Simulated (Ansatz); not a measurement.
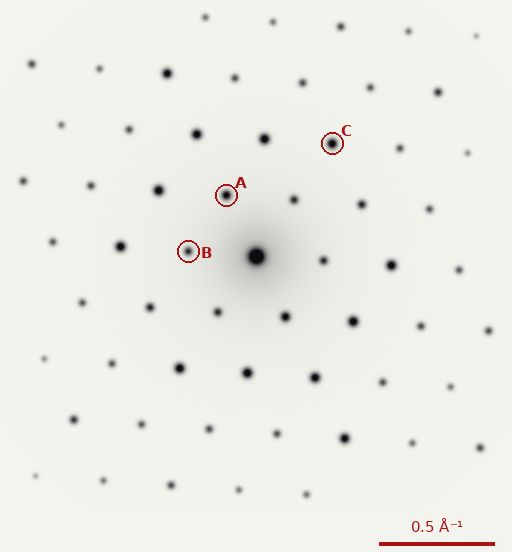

Simulated selected-area electron diffraction pattern (300 kV, kinematic approximation, thin crystal, B = 0.5 Å² for all atoms). The zone axis points towards the electron source and the pattern is seen from the source side.

The sample is ZrPbAu3, space group Amm2 (No. 38), a = 4.762 Å, b = 6.785 Å, c = 6.793 Å. Structure: the geometry relaxed (final pressure about 18 GPa) with Ansatz, DFT, PAW plane waves, pbe; the starting structure was generated, so it need not be a known form of this composition.

```cif
data_structure
_symmetry_space_group_name_H-M 'Amm2'
_symmetry_Int_Tables_number 38
_cell_length_a 4.7618
_cell_length_b 6.7845
_cell_length_c 6.7926
_cell_angle_alpha 90.000
_cell_angle_beta 90.000
_cell_angle_gamma 90.000
_cell_volume 219.45
loop_
_atom_site_label
_atom_site_type_symbol
_atom_site_symmetry_multiplicity
_atom_site_Wyckoff_symbol
_atom_site_fract_x
_atom_site_fract_y
_atom_site_fract_z
_atom_site_occupancy
Pb1 Pb 2 a 0.00000 0.50000 0.52854 1
Au1 Au 4 e 0.50000 0.31183 0.20823 1
Au2 Au 2 a 0.00000 0.50000 0.07481 1
Zr1 Zr 2 b 0.50000 0.50000 0.87319 1
```

Spot A is indexed 0 -2 0 and spot B 1 -1 -1.

Question: Index the other marked spot.

Answer: C = 2A − 2B = -2 -2 2 (d = 1.690 Å).

Question: Give [uvw].

Answer: The cross product of A and B is parallel to [101]; every spot obeys hu + kv + lw = 0.
